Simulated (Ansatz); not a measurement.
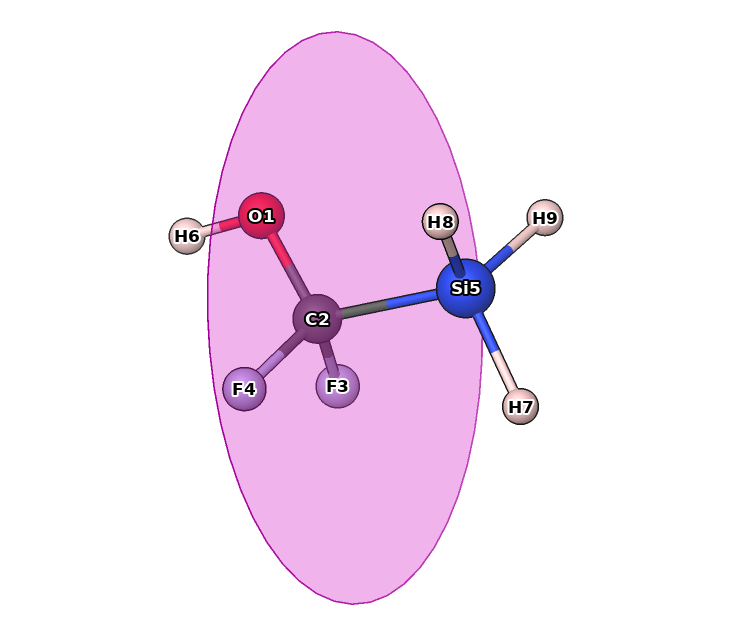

A disc through the centre of mass is drawn in. Depth is shown by fading: the farther an atom, the more it takes the colour of the background. The computed structure is the end point of a PBE-D4/def2-SVP optimisation. No frequency run is at hand to confirm it as a minimum.

Is the plane of the disc a mirror plane of the structure?

No. The point group is Cs, with 1 mirror plane, and this plane isn't one of its mirror planes.
